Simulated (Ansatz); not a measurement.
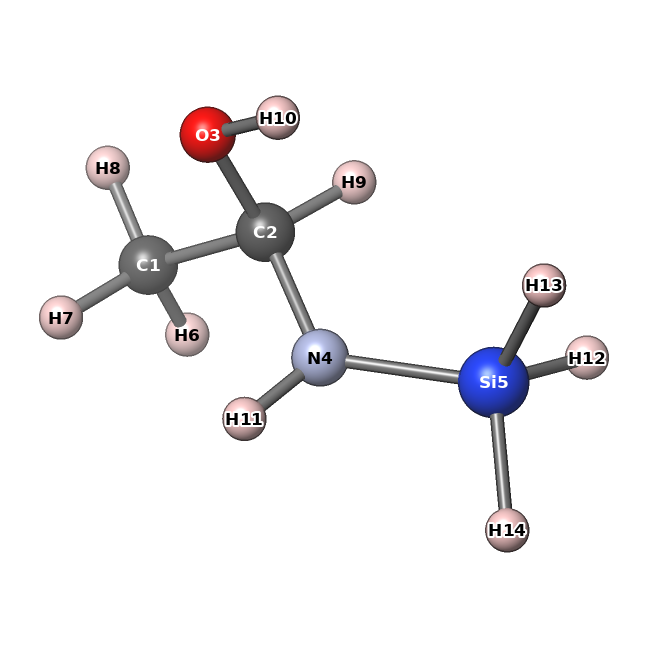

Distant atoms are faded towards the background colour. The geometry was computed by an optimisation with PBE0-D4/def2-TZVP. No frequency run is at hand to confirm it as a minimum.

Find the stereocentres and stereogenic double bonds.

Centres: C2.

What are the Cahn–Ingold–Prelog descriptors?

C2: R (priorities O3 > N4 > C1 > H9).

Give a SMILES with the stereochemistry.

C[C@@H](O)N[SiH3]
